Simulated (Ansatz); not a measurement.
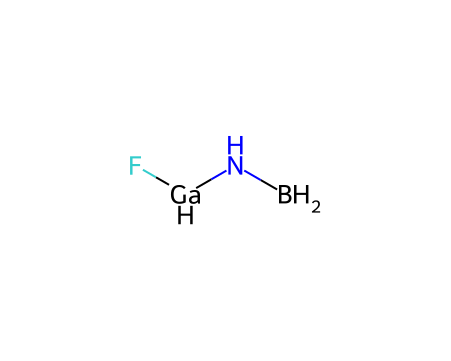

Skeletal drawing of a molecule.

Question: Transcribe the drawing into SMILES.

Answer: B[NH][GaH][F]

Question: Give the formula, hydrogens included.

Answer: BFGaH4N.

Question: An optimisation with PBE0-D4/def2-TZVP gave a structure of which point group?

Answer: Cs. Other conformers may differ.

The parts below concern this one geometry. Atoms keep their numbers from picture to picture. The geometry was computed by an optimisation with PBE0-D4/def2-TZVP.

Geometry

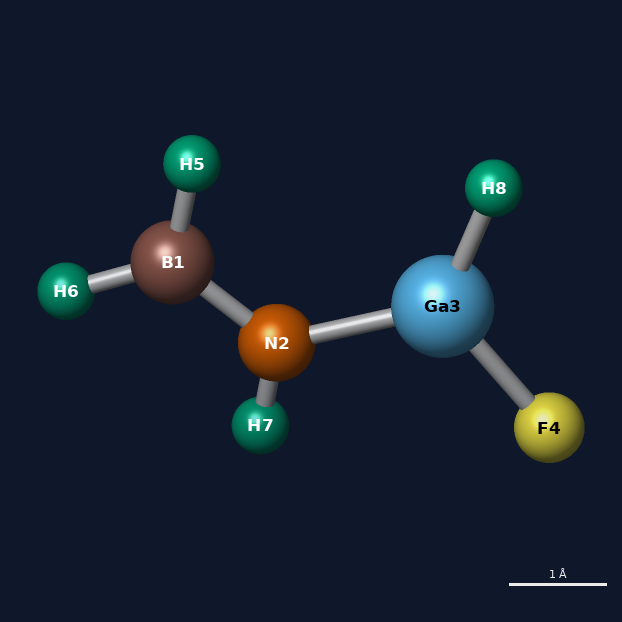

The atoms are numbered.

Which atoms are bonded, and how long are the bonds?

```csv
bond,length (Å)
B1–N2,1.399
B1–H5,1.202
B1–H6,1.198
N2–Ga3,1.836
N2–H7,1.010
Ga3–F4,1.756
Ga3–H8,1.541
```

Vibrations

Harmonic vibrations computed with RKS PBE0-D4/def2-TZVP (Ansatz 0.2.0) at a stationary point of the same level.

Question: List the wavenumbers.

Answer: 18 modes: 91, 133, 262, 321, 486, 573, 630, 682, 844, 945, 1019, 1167, 1247, 1389, 2082, 2551, 2634, 3601 cm⁻¹.

Levels of theory compared

Program: Ansatz 0.2.0.

Compare HOMO energy (eV) at these levels: B97M-V/def2-TZVPP; BHLYP-D4/def2-TZVPP; BLYP-D4/def2-TZVPP; PBE-D4/def2-TZVPP; PBE0-D4/def2-QZVPP; PBE0-D4/def2-SVP; PBE0-D4/def2-TZVPP; r2SCAN-D4/def2-TZVPP; r2SCAN0-D4/def2-TZVPP; r2SCANh-D4/def2-TZVPP; revPBE-D4/def2-TZVPP; ωB97M-V/def2-SVP.

| level | HOMO energy (eV) |
| --- | --- |
| B97M-V/def2-TZVPP | −7.83 |
| BHLYP-D4/def2-TZVPP | −10.21 |
| BLYP-D4/def2-TZVPP | −7.38 |
| PBE-D4/def2-TZVPP | −7.43 |
| PBE0-D4/def2-QZVPP | −8.85 |
| PBE0-D4/def2-SVP | −8.76 |
| PBE0-D4/def2-TZVPP | −8.83 |
| r2SCAN-D4/def2-TZVPP | −7.74 |
| r2SCAN0-D4/def2-TZVPP | −9.04 |
| r2SCANh-D4/def2-TZVPP | −8.26 |
| revPBE-D4/def2-TZVPP | −7.40 |
| ωB97M-V/def2-SVP | −11.01 |

Dipole moment

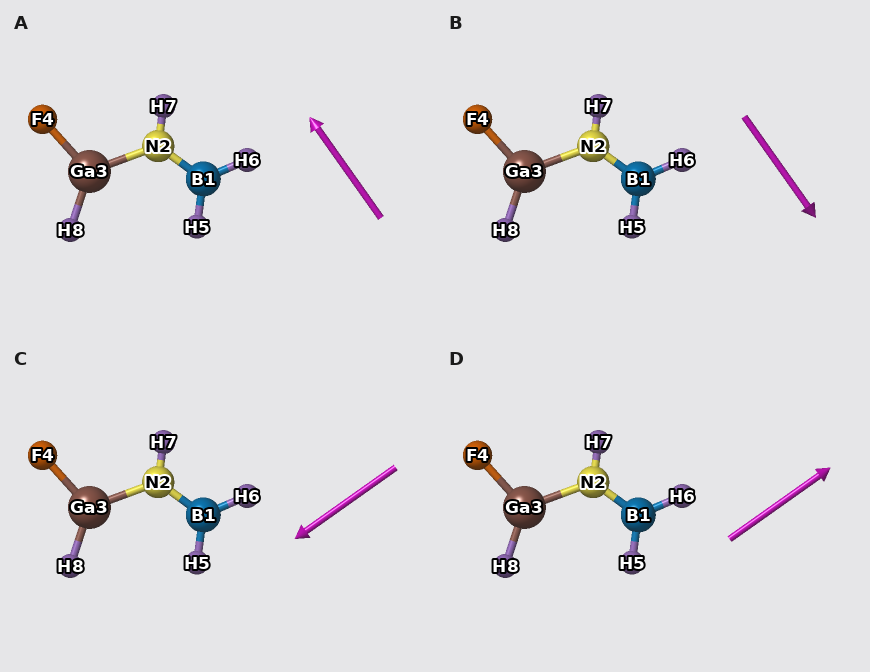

The same molecule four times, each with an arrow. Method: RKS PBE0-D4/def2-TZVP (Ansatz 0.2.0).

Question: Which arrow points along the dipole moment, from the negative to the positive end?

Answer: B. The dipole moment is 0.67 D; it points from the side of F4 to the side of H5 (the outermost atoms at the two ends).

Charges

The questions are on Mulliken charges. Method: RKS PBE-D4/def2-TZVPP (Ansatz 0.2.0).

Question: Which atom carries the highest charge (most positive or least negative)?

Answer: Ga3 (0.43 e).

Question: And the lowest?

Answer: F4 (−0.34 e).

Give the Mulliken charges atom by atom.

```json
{"atom": "B1", "value (e)": "−0.12"}
{"atom": "N2", "value (e)": "−0.13"}
{"atom": "Ga3", "value (e)": "0.43"}
{"atom": "F4", "value (e)": "−0.34"}
{"atom": "H5", "value (e)": "−0.01"}
{"atom": "H6", "value (e)": "−0.01"}
{"atom": "H7", "value (e)": "0.16"}
{"atom": "H8", "value (e)": "0.00"}
```

Mulliken values depend strongly on the basis set and can even reverse the polarity of a bond.
